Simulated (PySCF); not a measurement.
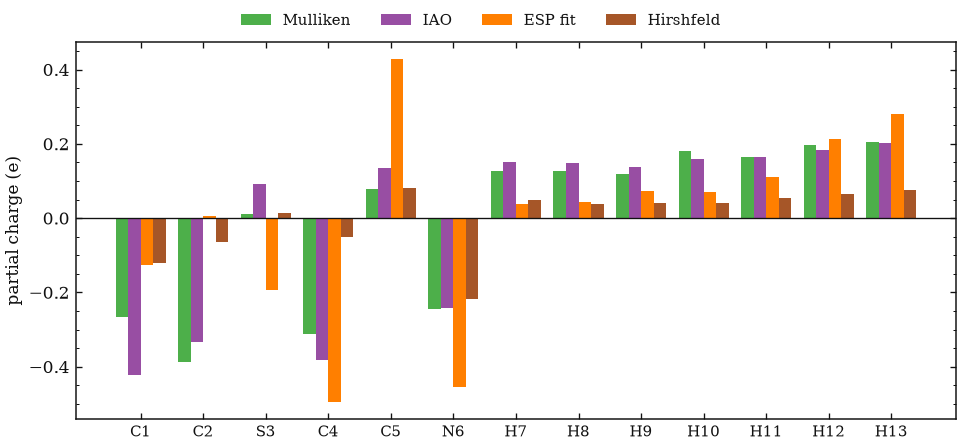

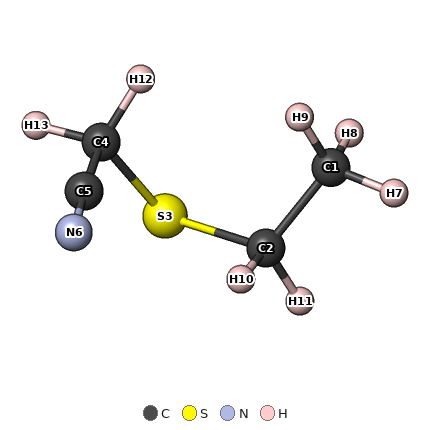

Atomic charges of C₄H₇NS, SMILES CCSCC#N by 4 schemes, PBE0/pcSseg-1 in PySCF, at a GFN2-xTB geometry (no frequency check).

Question: On which atom do the schemes disagree most?

Answer: On C4: Mulliken −0.31, IAO −0.38, ESP fit −0.50, Hirshfeld −0.05 e.

Question: Which scheme gives the smallest charges overall?

Answer: Hirshfeld: mean absolute charge Hirshfeld 0.07, Mulliken 0.19, ESP fit 0.19, IAO 0.21 e.

Known limits of this run: the tight-binding geometry is rougher than a DFT one and adds to the error; one conformer of a flexible molecule.
